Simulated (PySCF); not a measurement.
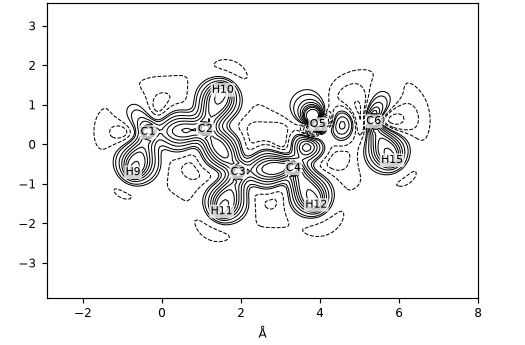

Figure 1: C$_{5}$H$_{9}$O, charge +1, SMILES `C[CH+]/C=C\OC`. Deformation density (molecule less spherical, spin-averaged free atoms) in a plane through 11 of the atoms; contours at ±0.05 to ±0.8 e/Å³; solid lines: gain, dashed lines: loss.

Level of theory: ωB97X/def2-SVPD (PySCF), at a geometry from GFN2-xTB. No frequency check shows the geometry to be a minimum.

Cartesian coordinates (Å):

```
C1       2.9286   -0.3249   -0.0031
C2       1.4759   -0.3390    0.0032
C3       0.6910    0.7797    0.0012
C4      -0.7113    0.7401    0.0013
O5      -1.3716   -0.3483    0.0007
C6      -2.7878   -0.3664   -0.0035
H7       3.3003   -0.8848   -0.8634
H8       3.3000   -0.8865    0.8621
H9       3.3465    0.6778   -0.0075
H10      0.9929   -1.3101    0.0094
H11      1.1486    1.7585   -0.0015
H12     -1.2518    1.6899    0.0002
H13     -3.1141   -0.9178    0.8836
H14     -3.1138   -0.9160   -0.8869
H15     -3.2143    0.6379    0.0036
```

> How much density has each bond in this plane gained at its critical point, relative to the free atoms?

The five largest and four smallest: C4–H12: +0.84 e/Å³ at the bond critical point (bond length 1.09 Å). C2–H10: +0.81 e/Å³ at the bond critical point (bond length 1.08 Å). C6–H15: +0.77 e/Å³ at the bond critical point (bond length 1.09 Å). C3–H11: +0.76 e/Å³ at the bond critical point (bond length 1.08 Å). C1–H9: +0.73 e/Å³ at the bond critical point (bond length 1.09 Å). C3–C4: +0.63 e/Å³ at the bond critical point (bond length 1.40 Å). C1–C2: +0.54 e/Å³ at the bond critical point (bond length 1.45 Å). C4–O5: +0.39 e/Å³ at the bond critical point (bond length 1.27 Å). O5–C6: −0.07 e/Å³ at the bond critical point (bond length 1.42 Å); up to 0.6 Å beside the axis the gain reaches +0.32 e/Å³. In all, 3.2 electrons gather in the regions of gain relative to the promolecule of neutral atoms (the regions of loss give up this much and the cation's charge besides). A small or negative value marks a very polar bond, one between electron-rich atoms, whose free-atom densities already overlap strongly, a long bond to a heavier atom, or a closed-shell contact such as a hydrogen bond.

> Where do the Hirshfeld charges lie?

The highest Hirshfeld charge is on C4 (+0.21 e), the lowest on C1 (−0.08 e).

```
atom  charge (e)
  C1       −0.08
  C2       +0.12
  C3       −0.05
  C4       +0.21
  O5        0.00
  C6       +0.01
  H7       +0.09
  H8       +0.09
  H9       +0.08
 H10       +0.09
 H11       +0.08
 H12       +0.11
 H13       +0.09
 H14       +0.09
 H15       +0.08
```

The PySCF run took 38 s on 1 thread of AMD EPYC (Zen 3), on a shared host, peak memory 0.79 GiB.
